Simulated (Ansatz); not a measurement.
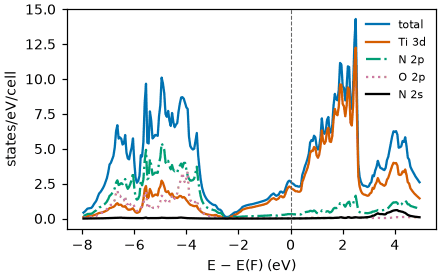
Fig. 1. Total and projected density of states of MgTi$_{3}$N$_{3}$O in space group P4/mmm (No. 123; Pearson symbol tP8), plane-wave PAW PBE (Ansatz code)

Q: Which orbitals carry the states next to the Fermi level?

A: Within 0.5 eV of the Fermi level: Ti 3d 84 %, N 2p 13 %. Projections are on Löwdin-orthogonalised atomic valence shells; empty p or d shells of many metals are not among them.

Q: Where is the tallest occupied peak in this window, and what makes it?

A: Near -4.9 eV, about 10 states/eV per cell; the largest projected share is N 2p.

The start of the workflow was typed in or built on a structure type; neither database checked (COD, Materials Project) lists it. Its standing as an ambient phase is unchecked. The cell was relaxed with PBE under the symmetry of its start; whether a distortion lowers the energy is not shown. The workflow began spin-polarised and lost its moments. The compound may be a true metal, but semilocal functionals without U, or a wrong spin order, can also close a gap.

Potentials: the earlier of the program's two PAW sets.
